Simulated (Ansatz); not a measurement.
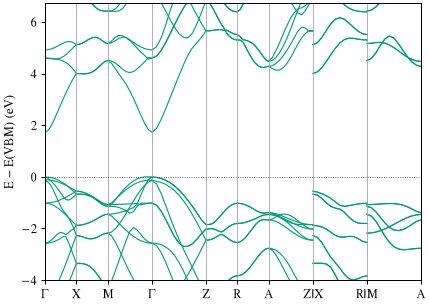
Fig. 1. Band structure from PBE in the plane-wave PAW code Ansatz

**Question.** Read off the gap and where the band edges lie.

**Answer.** About 1.7 eV (1.73 eV by a search for the band edges); maximum on the M–Γ line, 88 % of the way from M, minimum at Γ.

**Question.** Which compound is it?
(A) Al3GaAs4, P-4m2 (Pearson symbol tP8)
(B) BP, P4_2/mnm (B on 4f, P on 4g)
(C) GaN, P4_2/mnm (Ga on 4g, N on 4f)
(D) AlGaAs2, P-4m2 (Pearson symbol tP8)

**Answer.** C, GaN, P4_2/mnm (Ga on 4g, N on 4f)

The start of the workflow was typed in or built on a structure type; neither database checked (COD, Materials Project) lists it. It is not the phase usual at ambient conditions (space group No. 186, 216). The cell was relaxed with PBE under the symmetry of its start; whether a distortion lowers the energy is not shown. Spin–orbit coupling is left out wherever it is not named.

Potentials: the earlier of the program's two PAW sets.
